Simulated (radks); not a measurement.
## Tm: atomic calculation

System: atomic thulium (Tm) in the configuration [Xe] 4f13 6s2 (4f5/2: 6, 4f7/2: 7).
Method: Dirac Kohn-Sham, LDA (Slater exchange, Perdew-Wang correlation), spin-unpolarised, spherical densities, finite nucleus (the in-house radial solver radks).

Summary:

| quantity | value |
| --- | --- |
| outcome | converged |
| total energy | −13572.2480 hartree |
| kinetic energy | 15020.8700 hartree |
| electron–nucleus energy | −33647.1103 hartree |
| Hartree energy | 5332.3282 hartree |
| exchange–correlation energy | −278.335895 hartree |
| radius at density 0.001 e/bohr³ | 5.05 bohr |
| SCF iterations | 25 |
| hardware | 1 CPU thread, shared host |

Input file:
```
Z 69
configuration [Xe] 4f13 6s2
relativity Dirac
functional lda,pw
spin unpolarised
j_filling energy
nucleus finite rms 5.2256 fm
c 137.035999084
```

Energies in input and log are in hartree, lengths in bohr (the nuclear radius in fm).

The program's output:
```
1s1/2   1   2.0000       -2173.73334444
2s1/2   1   2.0000        -366.58781239
2p1/2   1   2.0000        -349.59534961
2p3/2   1   4.0000        -313.61600963
3s1/2   1   2.0000         -82.36430097
3p1/2   1   2.0000         -74.85679475
3p3/2   1   4.0000         -67.26221655
3d3/2   1   4.0000         -54.38535129
3d5/2   1   6.0000         -52.72392031
4s1/2   1   2.0000         -16.20103233
4p1/2   1   2.0000         -13.18072663
4p3/2   1   4.0000         -11.45883760
4d3/2   1   4.0000          -6.47541791
4d5/2   1   6.0000          -6.16215643
4f5/2   1   6.0000          -0.14569146
4f7/2   1   7.0000          -0.10166645
5s1/2   1   2.0000          -1.96322339
5p1/2   1   2.0000          -1.14585937
5p3/2   1   4.0000          -0.93409463
6s1/2   1   2.0000          -0.14823283
Etot -13572.247994016732
Ekin 15020.869962997389
Encl -33647.11030307453
Eh 5332.328241323266
Exc -278.33589526285874
err 3.1340426825964062e-09
it 25
```

Orbitals:

```
orbital  occupation  energy (eV)  ⟨r⟩ (bohr)  outer maximum (bohr)
     1s           2     −59150.3     0.02003                0.0126
     2s           2      −9975.4     0.08436                0.0721
  2p1/2           2      −9513.0     0.07010                0.0540
  2p3/2           4      −8533.9     0.07749                0.0604
     3s           2      −2241.2      0.2207                 0.204
  3p1/2           2      −2037.0      0.2104                 0.191
  3p3/2           4      −1830.3      0.2243                 0.204
  3d3/2           4      −1479.9      0.1974                 0.161
  3d5/2           6      −1434.7      0.2017                 0.165
     4s           2     −440.853      0.4981                 0.465
  4p1/2           2     −358.666      0.5063                 0.466
  4p3/2           4     −311.811      0.5385                 0.495
  4d3/2           4     −176.205      0.5653                 0.496
  4d5/2           6     −167.681      0.5768                 0.505
     5s           2      −53.422       1.231                  1.09
  5p1/2           2      −31.180       1.394                  1.19
  5p3/2           4      −25.418       1.513                  1.28
     6s           2       −4.034       3.918                  3.27
  4f5/2           6       −3.964      0.7986                 0.492
  4f7/2           7       −2.766      0.8238                 0.498
```

Slater integrals of the outer shells (hartree):

| integral | value |
| --- | --- |
| F0(4f7/2,4f7/2) | 1.1658 |
| F2(4f7/2,4f7/2) | 0.5348 |
| F4(4f7/2,4f7/2) | 0.3321 |
| F6(4f7/2,4f7/2) | 0.2380 |
| F0(4f7/2,4f5/2) | 1.1802 |
| F2(4f7/2,4f5/2) | 0.5426 |
| F4(4f7/2,4f5/2) | 0.3372 |
| F6(4f7/2,4f5/2) | 0.2417 |

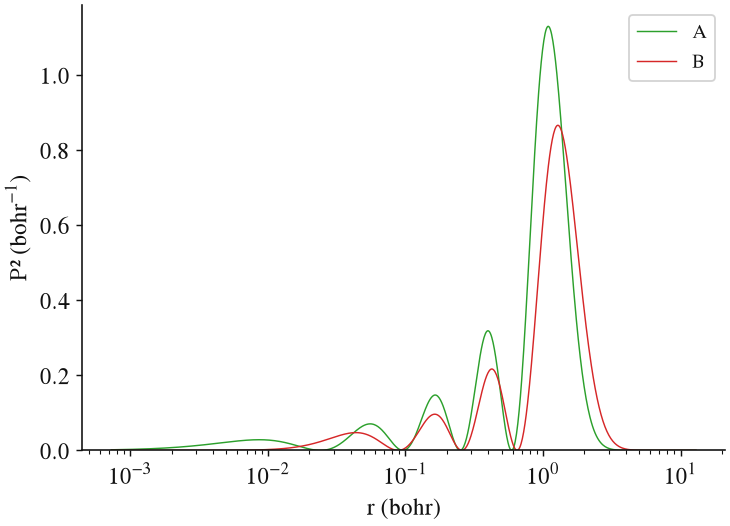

**Figure 1.** The radial probability densities P² (large components) of 5p3/2 and 5s. A is 5s; B is 5p3/2. 5s: outer maximum at 1.09 bohr, ⟨r⟩ = 1.23 bohr, 4 nodes, eigenvalue −53.4 eV; 5p3/2: outer maximum at 1.28 bohr, ⟨r⟩ = 1.51 bohr, 3 nodes, eigenvalue −25.4 eV.

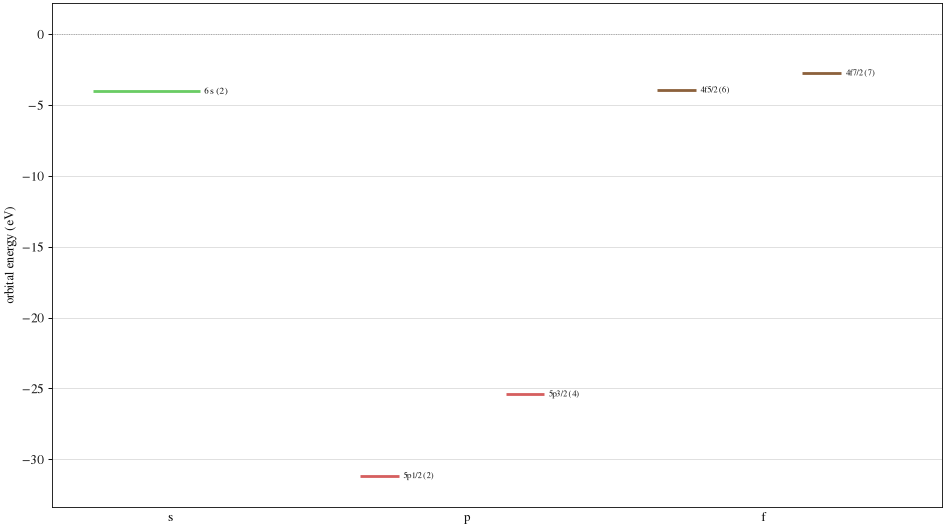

**Figure 2.** The outer levels are drawn (occupations in brackets, the lower j at the left of each column). The highest occupied level is 4f7/2 at −2.77 eV. The highest 3 occupied levels, from the top down, are 4f7/2 (−2.77 eV), 4f5/2 (−3.96 eV), 6s (−4.03 eV). Spin-orbit splittings: 4f 1.20 eV, 5p 5.76 eV.
